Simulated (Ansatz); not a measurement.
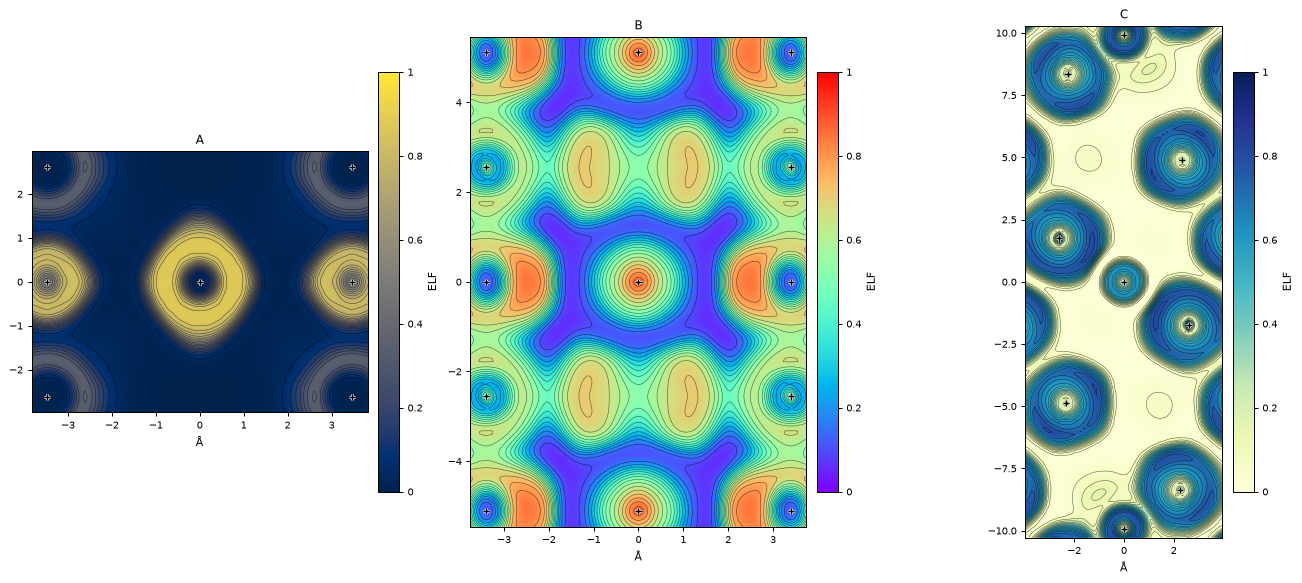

The ELF of 3 systems, each on a plane through atoms (crosses mark nuclei in the plane).

Method: Ansatz 0.2.0, DFT, r2SCAN+rVV10, plane waves, PAW.

System 1: NaNbI₆, the (010) plane of the conventional cell. Space group R-3; a structure from a database of computed crystals, not necessarily the ambient phase; started from the MgTiF6-148 prototype, which need not be the ambient phase.

```
Na Nb I
1.0
    -3.60865    6.25036    0.00000
     7.21730    0.00000    0.00000
     0.00000    0.00000  -19.86199
Na Nb I
3 3 18
Direct
  0.66667 0.33333 0.83333
  0.00000 0.00000 0.50000
  0.33333 0.66667 0.16667
  0.33333 0.66667 0.66667
  0.66667 0.33333 0.33333
  0.00000 0.00000 0.00000
  0.03242 0.33958 0.74580
  0.36575 0.00624 0.41247
  0.69909 0.67291 0.07913
  0.66042 0.69284 0.74580
  0.99376 0.35951 0.41247
  0.32709 0.02618 0.07913
  0.02618 0.69909 0.92087
  0.35951 0.36575 0.58753
  0.69284 0.03242 0.25420
  0.67291 0.97382 0.92087
  0.00624 0.64049 0.58753
  0.33958 0.30716 0.25420
  0.30091 0.32709 0.92087
  0.63425 0.99376 0.58753
  0.96758 0.66042 0.25420
  0.30716 0.96758 0.74580
  0.64049 0.63425 0.41247
  0.97382 0.30091 0.07913
```

System 2: AgAsSe₃, the (010) plane of the conventional cell. Space group I4/mcm; a structure from a database of computed crystals, not necessarily the ambient phase; started from the SrTiO3-140 prototype, which need not be the ambient phase.

```cif
data_structure
_symmetry_space_group_name_H-M 'P 1'
_symmetry_Int_Tables_number 1
_cell_length_a 6.7911
_cell_length_b 6.7911
_cell_length_c 10.2233
_cell_angle_alpha 90.000
_cell_angle_beta 90.000
_cell_angle_gamma 90.000
_cell_volume 471.49
loop_
_atom_site_label
_atom_site_type_symbol
_atom_site_fract_x
_atom_site_fract_y
_atom_site_fract_z
_atom_site_occupancy
Ag1 Ag 0.00000 0.50000 0.25000 1
Ag2 Ag 0.50000 0.00000 0.75000 1
Ag3 Ag 0.50000 0.00000 0.25000 1
Ag4 Ag 0.00000 0.50000 0.75000 1
As1 As 0.00000 0.00000 0.00000 1
As2 As 0.50000 0.50000 0.50000 1
As3 As 0.00000 0.00000 0.50000 1
As4 As 0.50000 0.50000 0.00000 1
Se1 Se 0.36673 0.86673 0.00000 1
Se2 Se 0.86673 0.36673 0.50000 1
Se3 Se 0.13327 0.36673 0.00000 1
Se4 Se 0.63327 0.86673 0.50000 1
Se5 Se 0.36673 0.13327 0.50000 1
Se6 Se 0.86673 0.63327 0.00000 1
Se7 Se 0.63327 0.13327 0.00000 1
Se8 Se 0.13327 0.63327 0.50000 1
Se9 Se 0.00000 0.00000 0.75000 1
Se10 Se 0.50000 0.50000 0.25000 1
Se11 Se 0.00000 0.00000 0.25000 1
Se12 Se 0.50000 0.50000 0.75000 1
```

System 3: RbPbF₅, the (110) plane of the conventional cell. Space group P4/mmm; a structure from a database of computed crystals, not necessarily the ambient phase; started from the SiSnPd5-123 prototype, which need not be the ambient phase.

```yaml
crystal:
  lattice:
    - [3.70512, 0.00000, 0.00000]
    - [0.00000, 3.70512, 0.00000]
    - [0.00000, 0.00000, 6.94734]
  atoms:
    - { symbol: Rb, position: [0.00000, 0.00000, 0.50000] }
    - { symbol: Pb, position: [0.50000, 0.50000, 0.00000] }
    - { symbol: F, position: [0.00000, 0.00000, 0.00000] }
    - { symbol: F, position: [0.50000, 0.00000, 0.79109] }
    - { symbol: F, position: [0.00000, 0.50000, 0.79109] }
    - { symbol: F, position: [0.50000, 0.00000, 0.20891] }
    - { symbol: F, position: [0.00000, 0.50000, 0.20891] }
```

Q: Match each panel to its system.

A: Panel A is system 3, RbPbF₅: the plane holds Rb, Pb and F. Pb–F (2.62 Å): the ELF is about 0.10 at the midpoint: no localised pair shows between them. Panel B is system 2, AgAsSe₃: the plane holds Ag, As and Se. As–Se (2.56 Å): the ELF peaks at about 0.70 between the atoms. Panel C is system 1, NaNbI₆: the plane holds Na, Nb and I. Nb–I (2.76 Å): the ELF is about 0.55 at the midpoint.
